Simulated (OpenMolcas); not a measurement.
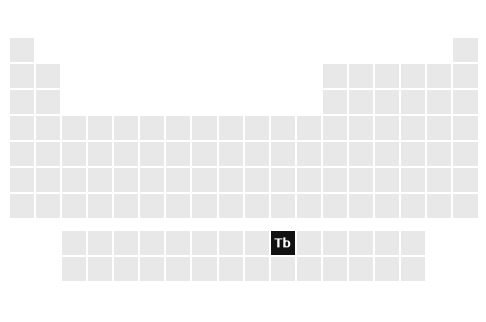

The place of terbium in the periodic table.

## Tb³⁺: multiconfigurational calculation

- system: Tb³⁺.
- method: state-averaged CASSCF, active space 8 electrons in the shell 4f, basis ANO-R0, X2C scalar Hamiltonian, spin-orbit coupling by RASSI with atomic mean-field integrals (OpenMolcas)

### The input
```
&GATEWAY
Coord
1

Tb 0.0 0.0 0.0
Basis=ANO-R0
Group=XYZ
NoMove
AngMom=0.0 0.0 0.0
AMFI
&SEWARD
&RASSCF
FileOrb=start.orb
Symmetry=1
Spin=7
nActEl=8 0 0
Inactive=15 12
Ras2=0 7
CIRoot=10 10 1
SDav=7
CIMx=300
Iter=91 100
PrWF=0.3
OrbListing=Nothing
MaxOrb=0
Atom
>>> COPY $Project.JobIph JOB001
```

The file start.orb holds starting orbitals from an earlier step.

Hardware: 1 CPU thread, shared host.

Command:
```bash
OMP_NUM_THREADS=1 MOLCAS_MEM=2252 MOLCAS_PROJECT=a pymolcas a.inp > a.log  # once for each step of the input, in one work folder
```

### Output (extracts)
```
--- SEWARD ---
Basis set label: TB.ANO-R...6S4P2D1F.

      Electronic valence basis set:
      ------------------
      Associated Effective Charge  65.000000 au
      Associated Actual Charge     65.000000 au
      Nuclear Model: Finite nucleus - Gaussian distribution
        Gaussian exponent, Xi/bohr**(-2):  1.61554E+08

      Shell  nPrim  nBasis  Cartesian Spherical Contaminant
         s      25       6        X
         p      19       4        X
         d      12       2                 X
         f      10       1                 X
                  Relativistic X2C integrals
                  Atomic mean-field integrals
--- RASSCF ---
Wave function specifications:
      -----------------------------

      Number of closed shell electrons          54
      Number of electrons in active shells       8
      Max number of holes in RAS1 space          0
      Max nr of electrons in RAS3 space          0
      Number of inactive orbitals               27
      Number of active orbitals                  7
      Number of secondary orbitals               1
      Spin quantum number                      3.0
      State symmetry                             1
Orbital specifications:
      -----------------------

      Symmetry species                           1   2
                                                ag  au
      Frozen orbitals                            0   0
      Inactive orbitals                         15  12
      Active orbitals                            0   7
      RAS1 orbitals                              0   0
      RAS2 orbitals                              0   7
      RAS3 orbitals                              0   0
      Secondary orbitals                         1   0
      Deleted orbitals                           0   0
      Number of basis functions                 16  19
      Number of CSFs                             7
      Number of root(s) required                10
 ************ ERROR ***********
  You can't ask for more roots
  than there are configurations
 ******************************
--- Stop Module: rasscf at  /rc=_RC_INPUT_ERROR_ ---
.####################.
.# User input error #.
.####################.
```

### What the run reported

| quantity | value |
| --- | --- |
| outcome | refused by the program |

### Diagnosis

One thing in this input was made wrong on purpose: too many roots. The program refused the input: “You can't ask for more roots”. To bear in mind: RASSCF multiplicity 7: _RC_INPUT_ERROR_.
